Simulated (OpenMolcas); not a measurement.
MnH₆Cl₃O₃ (charge +1): single-point calculation (part 3 of 3)

MnH₆Cl₃O₃, charge +1, multiplicity 6; NEVPT2/ANO-RCC-VDZP, DKH2 (OpenMolcas 26.06). The run did not end well. The geometry is that of the parent species in another charge or spin state. The geometry comes from this level: GFN2-xTB.

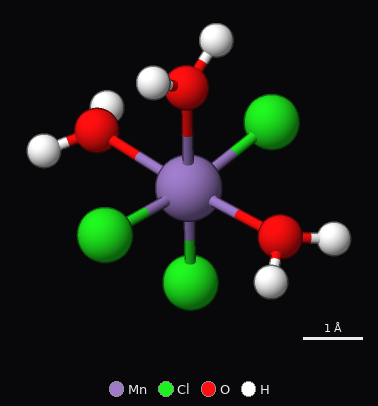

Figure 1. The structure as given in the input (ball-and-stick view, seen at a tilt). Sticks mark near contacts.

## Log, continued
```
++    Molecular charges:
      ------------------

      Mulliken charges per centre and basis function type
      ---------------------------------------------------

                MN1     CL2     CL3     CL4     O5      H6      H7      O8      H9      H10     O11     H12
      1s       2.0000  2.0000  2.0000  2.0000  2.0000  0.6837  0.6835  2.0000  0.6776  0.6776  2.0000  0.6771
      2s       2.0000  1.9995  1.9995  1.9995  1.5451  0.0398  0.0398  1.5635  0.0395  0.0395  1.5652  0.0393
      2px      2.0000  2.0000  2.0000  2.0000  1.5527  0.0277  0.0279  1.8765  0.0318  0.0321  1.8543  0.0323
      2pz      2.0000  2.0001  2.0001  2.0000  1.2606  0.0490  0.0487  1.2658  0.0477  0.0470  1.2658  0.0470
      2py      2.0000  2.0000  2.0000  2.0000  1.9271  0.0324  0.0324  1.5976  0.0278  0.0282  1.6198  0.0278
      3s       1.9948  1.9499  1.9499  1.9711 -0.0217  0.0000  0.0000 -0.0234  0.0000  0.0000 -0.0235  0.0000
      3px      1.9941  1.8841  1.8837  1.7564 -0.0180  0.0000  0.0000 -0.0088  0.0000  0.0000 -0.0091  0.0000
      3pz      1.9917  1.6171  1.6190  1.0575 -0.0197  0.0000  0.0000 -0.0218  0.0000  0.0000 -0.0217  0.0000
      3py      1.9963  1.9447  1.9449  1.9619 -0.0069  0.0000  0.0000 -0.0198  0.0000  0.0000 -0.0194  0.0000
      4s       0.1091 -0.0023 -0.0023 -0.0052  0.0000  0.0000  0.0000  0.0000  0.0000  0.0000  0.0000  0.0000
      3d2+     1.0358  0.0007  0.0007  0.0094  0.0017  0.0000  0.0000  0.0015  0.0000  0.0000  0.0013  0.0000
      3d1+     1.0474  0.0071  0.0072  0.0095  0.0124  0.0000  0.0000  0.0026  0.0000  0.0000  0.0035  0.0000
      3d0      0.5224  0.0154  0.0153  0.0062  0.0010  0.0000  0.0000  0.0008  0.0000  0.0000  0.0008  0.0000
      3d1-     1.0341  0.0053  0.0052  0.0006  0.0001  0.0000  0.0000  0.0101  0.0000  0.0000  0.0092  0.0000
      3d2-     1.0136  0.0004  0.0004  0.0056  0.0008  0.0000  0.0000  0.0020  0.0000  0.0000  0.0023  0.0000
      4px      0.1972 -0.0079 -0.0079  0.0031  0.0000  0.0000  0.0000  0.0000  0.0000  0.0000  0.0000  0.0000
      4pz      0.3234 -0.0048 -0.0049 -0.0035  0.0000  0.0000  0.0000  0.0000  0.0000  0.0000  0.0000  0.0000
      4py      0.1644 -0.0066 -0.0065 -0.0068  0.0000  0.0000  0.0000  0.0000  0.0000  0.0000  0.0000  0.0000
      5s       0.0745  0.0000  0.0000  0.0000  0.0000  0.0000  0.0000  0.0000  0.0000  0.0000  0.0000  0.0000
      4d2+     0.0477  0.0000  0.0000  0.0000  0.0000  0.0000  0.0000  0.0000  0.0000  0.0000  0.0000  0.0000
      4d1+     0.0529  0.0000  0.0000  0.0000  0.0000  0.0000  0.0000  0.0000  0.0000  0.0000  0.0000  0.0000
      4d0      0.0547  0.0000  0.0000  0.0000  0.0000  0.0000  0.0000  0.0000  0.0000  0.0000  0.0000  0.0000
      4d1-     0.0434  0.0000  0.0000  0.0000  0.0000  0.0000  0.0000  0.0000  0.0000  0.0000  0.0000  0.0000
      4d2-     0.0294  0.0000  0.0000  0.0000  0.0000  0.0000  0.0000  0.0000  0.0000  0.0000  0.0000  0.0000
      5px     -0.0007  0.0000  0.0000  0.0000  0.0000  0.0000  0.0000  0.0000  0.0000  0.0000  0.0000  0.0000
      5pz     -0.0011  0.0000  0.0000  0.0000  0.0000  0.0000  0.0000  0.0000  0.0000  0.0000  0.0000  0.0000
      5py     -0.0017  0.0000  0.0000  0.0000  0.0000  0.0000  0.0000  0.0000  0.0000  0.0000  0.0000  0.0000
      4f3+     0.0020  0.0000  0.0000  0.0000  0.0000  0.0000  0.0000  0.0000  0.0000  0.0000  0.0000  0.0000
      4f2+     0.0005  0.0000  0.0000  0.0000  0.0000  0.0000  0.0000  0.0000  0.0000  0.0000  0.0000  0.0000
      4f1+     0.0033  0.0000  0.0000  0.0000  0.0000  0.0000  0.0000  0.0000  0.0000  0.0000  0.0000  0.0000
      4f0      0.0036  0.0000  0.0000  0.0000  0.0000  0.0000  0.0000  0.0000  0.0000  0.0000  0.0000  0.0000
      4f1-     0.0028  0.0000  0.0000  0.0000  0.0000  0.0000  0.0000  0.0000  0.0000  0.0000  0.0000  0.0000
      4f2-     0.0000  0.0000  0.0000  0.0000  0.0000  0.0000  0.0000  0.0000  0.0000  0.0000  0.0000  0.0000
      4f3-     0.0020  0.0000  0.0000  0.0000  0.0000  0.0000  0.0000  0.0000  0.0000  0.0000  0.0000  0.0000
      Total   23.7375 17.4025 17.4042 16.7653  8.2353  0.8326  0.8323  8.2465  0.8244  0.8243  8.2485  0.8235

      N-E      1.2625 -0.4025 -0.4042  0.2347 -0.2353  0.1674  0.1677 -0.2465  0.1756  0.1757 -0.2485  0.1765

                H13
      1s       0.6767
      2s       0.0393
      2px      0.0318
      2pz      0.0473
      2py      0.0281
      3s       0.0000
      3px      0.0000
      3pz      0.0000
      3py      0.0000
      4s       0.0000
      3d2+     0.0000
      3d1+     0.0000
      3d0      0.0000
      3d1-     0.0000
      3d2-     0.0000
      4px      0.0000
      4pz      0.0000
      4py      0.0000
      5s       0.0000
      4d2+     0.0000
      4d1+     0.0000
      4d0      0.0000
      4d1-     0.0000
      4d2-     0.0000
      5px      0.0000
      5pz      0.0000
      5py      0.0000
      4f3+     0.0000
      4f2+     0.0000
      4f1+     0.0000
      4f0      0.0000
      4f1-     0.0000
      4f2-     0.0000
      4f3-     0.0000
      Total    0.8232

      N-E      0.1768

      Total electronic charge=  105.000000

      Total            charge=    1.000000
--

      Expectation values of various properties for root number:  1
      -----------------------------------------------------------

++    Molecular properties:
      ---------------------

      Charge (e):
                      =    1.0000
      Dipole Moment (debye):
      Origin of the operator (angstrom)=    0.5048    0.0200   -0.0011
                   X=  7.2711E-02               Y= -3.7402E-02               Z= -8.1007E-03           Total=  8.2167E-02
      Center of Charge (angstrom)
                     X=    0.51989694               Y=    0.01216770               Z=   -0.00277517
      Quadrupole Moment (debye*angstrom):
      Origin of the operator (angstrom)=    0.5048    0.0200   -0.0011
                  XX= -5.0561E+01              XY= -1.0553E-02              XZ= -3.8174E-02              YY= -4.5150E+01
                  YZ= -1.3115E-01              ZZ= -7.2073E+01
      In traceless form (debye*angstrom)
                  XX=  8.0510E+00              XY= -1.5829E-02              XZ= -5.7261E-02              YY=  1.6167E+01
                  YZ= -1.9673E-01              ZZ= -2.4218E+01
--

      Mulliken spin population analysis for root number:  1
      ---------------------------------------------------

++    Molecular charges:
      ------------------

      Mulliken spin population per centre and basis function type
      ---------------------------------------------------

                MN1     CL2     CL3     CL4     O5      H6      H7      O8      H9      H10     O11     H12
      1s      -0.0000 -0.0000 -0.0000  0.0000  0.0000 -0.0004 -0.0004 -0.0000 -0.0000 -0.0000 -0.0000 -0.0000
      2s      -0.0000  0.0000  0.0000  0.0000  0.0012 -0.0002 -0.0002  0.0030 -0.0003 -0.0003  0.0029 -0.0003
      2px      0.0000 -0.0000 -0.0000 -0.0000  0.0043  0.0000  0.0000  0.0023  0.0000  0.0000  0.0020  0.0000
      2pz      0.0000 -0.0000 -0.0000  0.0000  0.0001  0.0001  0.0001  0.0001  0.0000  0.0000  0.0001  0.0000
      2py     -0.0000 -0.0000 -0.0000 -0.0000  0.0019  0.0000  0.0000  0.0107  0.0001  0.0001  0.0109  0.0001
      3s       0.0000  0.0004  0.0004  0.0024 -0.0004  0.0000  0.0000 -0.0018  0.0000  0.0000 -0.0017  0.0000
      3px     -0.0000  0.0601  0.0592  0.0191 -0.0004  0.0000  0.0000 -0.0005  0.0000  0.0000 -0.0004  0.0000
      3pz      0.0000  0.0078  0.0076  0.9179  0.0010  0.0000  0.0000 -0.0001  0.0000  0.0000 -0.0001  0.0000
      3py      0.0000  0.0185  0.0185  0.0109 -0.0004  0.0000  0.0000 -0.0030  0.0000  0.0000 -0.0030  0.0000
      4s       0.0037 -0.0004 -0.0004 -0.0003  0.0000  0.0000  0.0000  0.0000  0.0000  0.0000  0.0000  0.0000
      3d2+     0.8901  0.0001  0.0001  0.0007  0.0001  0.0000  0.0000  0.0003  0.0000  0.0000  0.0003  0.0000
      3d1+     0.9305  0.0001  0.0001  0.0007  0.0001  0.0000  0.0000 -0.0000  0.0000  0.0000 -0.0000  0.0000
      3d0      0.0370  0.0002  0.0002  0.0002  0.0000  0.0000  0.0000  0.0000  0.0000  0.0000  0.0000  0.0000
      3d1-     0.9507  0.0006  0.0006  0.0000 -0.0000  0.0000  0.0000  0.0002  0.0000  0.0000  0.0001  0.0000
      3d2-     0.9738  0.0000  0.0000  0.0015  0.0001  0.0000  0.0000  0.0001  0.0000  0.0000  0.0001  0.0000
      4px      0.0010 -0.0025 -0.0024  0.0002  0.0000  0.0000  0.0000  0.0000  0.0000  0.0000  0.0000  0.0000
      4pz     -0.0013 -0.0000 -0.0000  0.0078  0.0000  0.0000  0.0000  0.0000  0.0000  0.0000  0.0000  0.0000
      4py     -0.0000 -0.0007 -0.0007 -0.0005  0.0000  0.0000  0.0000  0.0000  0.0000  0.0000  0.0000  0.0000
      5s       0.0003  0.0000  0.0000  0.0000  0.0000  0.0000  0.0000  0.0000  0.0000  0.0000  0.0000  0.0000
      4d2+     0.0181  0.0000  0.0000  0.0000  0.0000  0.0000  0.0000  0.0000  0.0000  0.0000  0.0000  0.0000
      4d1+     0.0163  0.0000  0.0000  0.0000  0.0000  0.0000  0.0000  0.0000  0.0000  0.0000  0.0000  0.0000
      4d0      0.0007  0.0000  0.0000  0.0000  0.0000  0.0000  0.0000  0.0000  0.0000  0.0000  0.0000  0.0000
      4d1-     0.0130  0.0000  0.0000  0.0000  0.0000  0.0000  0.0000  0.0000  0.0000  0.0000  0.0000  0.0000
      4d2-     0.0087  0.0000  0.0000  0.0000  0.0000  0.0000  0.0000  0.0000  0.0000  0.0000  0.0000  0.0000
      5px     -0.0000  0.0000  0.0000  0.0000  0.0000  0.0000  0.0000  0.0000  0.0000  0.0000  0.0000  0.0000
      5pz      0.0000  0.0000  0.0000  0.0000  0.0000  0.0000  0.0000  0.0000  0.0000  0.0000  0.0000  0.0000
      5py      0.0000  0.0000  0.0000  0.0000  0.0000  0.0000  0.0000  0.0000  0.0000  0.0000  0.0000  0.0000
      4f3+    -0.0000  0.0000  0.0000  0.0000  0.0000  0.0000  0.0000  0.0000  0.0000  0.0000  0.0000  0.0000
      4f2+     0.0003  0.0000  0.0000  0.0000  0.0000  0.0000  0.0000  0.0000  0.0000  0.0000  0.0000  0.0000
      4f1+     0.0000  0.0000  0.0000  0.0000  0.0000  0.0000  0.0000  0.0000  0.0000  0.0000  0.0000  0.0000
      4f0      0.0004  0.0000  0.0000  0.0000  0.0000  0.0000  0.0000  0.0000  0.0000  0.0000  0.0000  0.0000
      4f1-    -0.0000  0.0000  0.0000  0.0000  0.0000  0.0000  0.0000  0.0000  0.0000  0.0000  0.0000  0.0000
      4f2-     0.0000  0.0000  0.0000  0.0000  0.0000  0.0000  0.0000  0.0000  0.0000  0.0000  0.0000  0.0000
      4f3-    -0.0000  0.0000  0.0000  0.0000  0.0000  0.0000  0.0000  0.0000  0.0000  0.0000  0.0000  0.0000
      Total    3.8434  0.0843  0.0832  0.9607  0.0075 -0.0005 -0.0005  0.0113 -0.0002 -0.0002  0.0112 -0.0002

                H13
      1s      -0.0000
      2s      -0.0003
      2px      0.0000
      2pz      0.0000
      2py      0.0001
      3s       0.0000
      3px      0.0000
      3pz      0.0000
      3py      0.0000
      4s       0.0000
      3d2+     0.0000
      3d1+     0.0000
      3d0      0.0000
      3d1-     0.0000
      3d2-     0.0000
      4px      0.0000
      4pz      0.0000
      4py      0.0000
      5s       0.0000
      4d2+     0.0000
      4d1+     0.0000
      4d0      0.0000
      4d1-     0.0000
      4d2-     0.0000
      5px      0.0000
      5pz      0.0000
      5py      0.0000
      4f3+     0.0000
      4f2+     0.0000
      4f1+     0.0000
      4f0      0.0000
      4f1-     0.0000
      4f2-     0.0000
      4f3-     0.0000
      Total   -0.0002

      Total electronic spin=    5.000000
--

      LoProp population analysis for root number:  1
      -----------------------------------------------

++    LoProp analysis:
      ----------------

++    Static properties:
      ------------------

      LoProp Charges per center

                   MN1      CL2      CL3      CL4      O5       H6       H7       O8       H9       H10
      Nuclear     25.0000  17.0000  17.0000  17.0000   8.0000   1.0000   1.0000   8.0000   1.0000   1.0000
      Electronic -23.2240 -17.5654 -17.5667 -16.8721  -8.6846  -0.6169  -0.6169  -8.6908  -0.6177  -0.6178

      Total        1.7760  -0.5654  -0.5667   0.1279  -0.6846   0.3831   0.3831  -0.6908   0.3823   0.3822

                   O11      H12      H13
      Nuclear      8.0000   1.0000   1.0000
      Electronic  -8.6905  -0.6183  -0.6182

      Total       -0.6905   0.3817   0.3818
--

      Natural Bond Order analysis for root number:  1

++    Natural Bond Order analysis
      ---------------------------
      Based on LoProp computed density
      -------------------------------------------------------------------------------------
      Atom A       Atom B       Bond Order
      -------------------------------------------------------------------------------------
      NBO located      0.983 non-bonded electrons on atom MN1
      NBO located      0.996 non-bonded electrons on atom MN1
      NBO located      0.996 non-bonded electrons on atom MN1
      NBO located      0.998 non-bonded electrons on atom MN1
      NBO located      0.999 non-bonded electrons on atom MN1
      NBO located      1.000 non-bonded electrons on atom MN1
      NBO located      1.000 non-bonded electrons on atom MN1
      NBO located      1.000 non-bonded electrons on atom MN1
      NBO located      1.000 non-bonded electrons on atom MN1
      NBO located      0.980 non-bonded electrons on atom CL2
      NBO located      0.982 non-bonded electrons on atom CL2
      NBO located      0.999 non-bonded electrons on atom CL2
      NBO located      1.000 non-bonded electrons on atom CL2
      NBO located      1.000 non-bonded electrons on atom CL2
      NBO located      1.000 non-bonded electrons on atom CL2
      NBO located      1.000 non-bonded electrons on atom CL2
      NBO located      0.980 non-bonded electrons on atom CL3
      NBO located      0.983 non-bonded electrons on atom CL3
      NBO located      0.999 non-bonded electrons on atom CL3
      NBO located      1.000 non-bonded electrons on atom CL3
      NBO located      1.000 non-bonded electrons on atom CL3
      NBO located      1.000 non-bonded electrons on atom CL3
      NBO located      1.000 non-bonded electrons on atom CL3
      NBO located      0.986 non-bonded electrons on atom CL4
      NBO located      1.000 non-bonded electrons on atom CL4
      NBO located      1.000 non-bonded electrons on atom CL4
      NBO located      1.000 non-bonded electrons on atom CL4
      NBO located      1.000 non-bonded electrons on atom CL4
      NBO located      1.000 non-bonded electrons on atom CL4
      NBO located      0.998 non-bonded electrons on atom O5
      NBO located      0.996 non-bonded electrons on atom O5
      NBO located      0.998 non-bonded electrons on atom O8
      NBO located      0.998 non-bonded electrons on atom O11
      The remaining   22.273 electrons are to be considered as diffuse
--

--

      Average orbitals are written to the RASORB file
      Natural orbitals for root   1 are written to the RASORB.1 file
      Spin density orbitals for root   1 are written to the SPDORB.1 file

--- Stop Module: rasscf /rc=_RC_ALL_IS_WELL_ ---
--- Module rasscf spent 39 seconds ---

--- Start Module: caspt2 ---

                                              &CASPT2

                       available to each process: 1.9 GB of memory, 1 thread

++    Wave function specifications:
      -----------------------------

      Number of closed shell electrons          52
      Number of electrons in active shells       5
      Max number of holes in RAS1 space          0
      Max number of electrons in RAS3 space      0
      Number of inactive orbitals               26
      Number of active orbitals                  5
      Number of secondary orbitals             105
      Spin quantum number                      2.5
      State symmetry                             1
      Number of CSFs                             1
      Number of CASSCF root(s) available         1
      NEVPT2 state passed to geometry opt.       1
      A file JOBMIX will be created
      This is a high spin open shell RHF reference function
--

++    Orbital specifications:
      -----------------------

      Symmetry species                           1
                                                 a
      Frozen orbitals                           24
      Inactive orbitals                         26
      Active orbitals                            5
      Secondary orbitals                       105
      Deleted orbitals                           0
      Number of basis functions                160
--

++    NEVPT2 specifications:
      ----------------------

      Type of calculation                        SS-NEVPT2
      Internal contraction for energies          partially and strongly contracted
                                                 (PC-NEVPT2 and SC-NEVPT2)
      Denominator threshold for SC-NEVPT2        1.00E-09
      Fock operator                              state-specific
      0th-order Hamiltonian                      DYALL
      IPEA shift                                 0.00
      Real shift                                 0.00
      Imaginary shift                            0.00
      The input orbitals will be transformed to quasi-canonical
--

--------------------------------------------------------------------------------
 Estimated memory requirements:
  POLY3 :                   250330
  RHS:                     4230614
  SIGMA :                  4156630
  PRPCTL:                        0
 Available workspace:    232473144

++ NEVPT2 computation for group   1

********************************************************************************
 Multi-State initialization phase begins for group   1
--------------------------------------------------------------------------------
********************************************************************************
 Compute H0 matrices for state    1
--------------------------------------------------------------------------------
--------------------------------------------------------------------------------
 H0 matrices have been computed.

********************************************************************************
  NEVPT2 EQUATION SOLUTION
--------------------------------------------------------------------------------
 ###############################################################################
 ###    Location: AixRd                                                      ###
 ###    File: LUCIEX                                                         ###
 ###    Premature abort while reading buffer from disk                       ###
 ###    End of file reached                                                  ###
 ###############################################################################

--- Stop Module: caspt2 /rc=-6 ---
--- Module caspt2 spent 4 seconds ---

.########################.
.# Non-zero return code #.
.########################.

    Timing: Wall=61.57 User=59.56 System=1.99
```

The run was set up as follows.

## Input
```
&GATEWAY
Coord
13
angstrom
Mn       0.432860       0.020260      -0.000920
Cl       0.239360       0.020710       2.078220
Cl       0.218210      -0.002460      -2.078460
Cl       2.514330       0.087050      -0.008090
O       -1.770610      -0.055710       0.008700
H       -2.326710      -0.095680       0.797110
H       -2.333530      -0.103020      -0.774510
O        0.267960       2.175770      -0.012210
H        0.480620       2.696380      -0.802410
H        0.500310       2.705690       0.766480
O        0.413910      -2.146810       0.010160
H        0.694490      -2.647730       0.792620
H        0.668790      -2.654440      -0.776680
Basis = ANO-RCC-VDZP
Group = NoSym
RICD
&SEWARD
&RASSCF
FileOrb = $CurrDir/step2.RasOrb
Spin = 6
Nactel = 5 0 0
Inactive = 50
Ras2 = 5
OrbListing = Few
OrbAppear = Compact
&CASPT2
SC-NEVPT2
```

Command:
```bash
export MOLCAS_MEM=1860
pymolcas step10.inp > step10.log
```

## What the run reported

```tsv
quantity	value
outcome	ended with an error
basis functions	160
hardware	1 thread of Arm Neoverse V1, 24 GiB of memory available, shared host
wall time	62 s
peak memory	0.29 GiB
```

## Diagnosis

The run ended with an error.
